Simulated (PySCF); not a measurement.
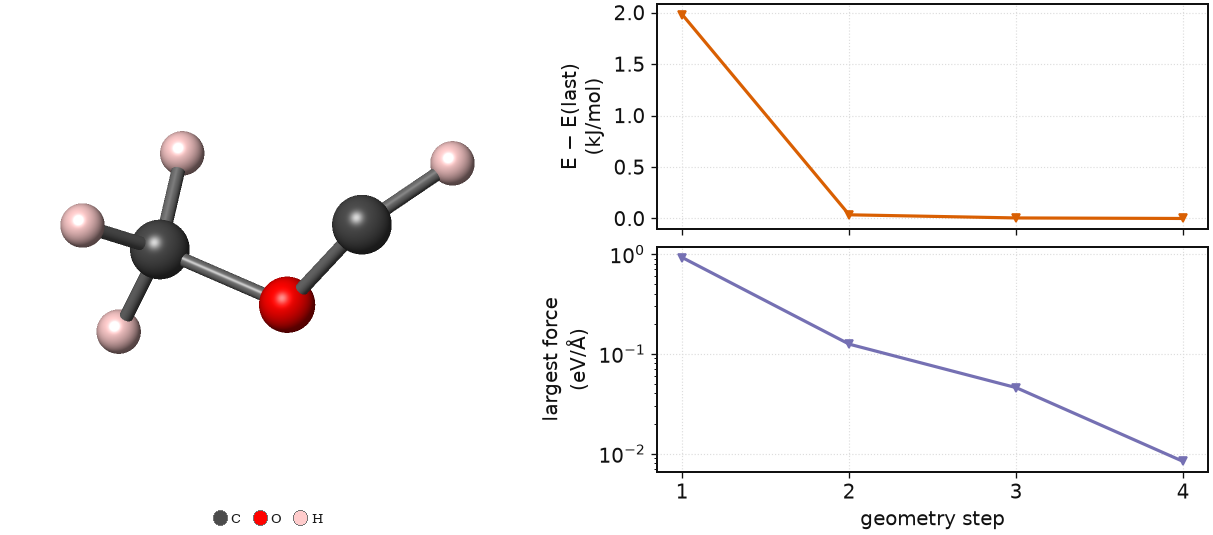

Beside the plot: the molecule at the start.

History of a geometry optimisation.

The run: C$_{2}$H$_{4}$O (SMILES [CH]OC), multiplicity 3, by PBE0-D3(BJ)/def2-SVP, geometry optimisation in PySCF.

**How did it end, and what did it gain?**

The optimisation met its thresholds at geometry 4, counting the start as the first. The energy fell by about 2 kJ/mol from the first step to the last. The largest force goes from about 0.92 eV/Å at the start to 8 × 10⁻³ eV/Å at the end.
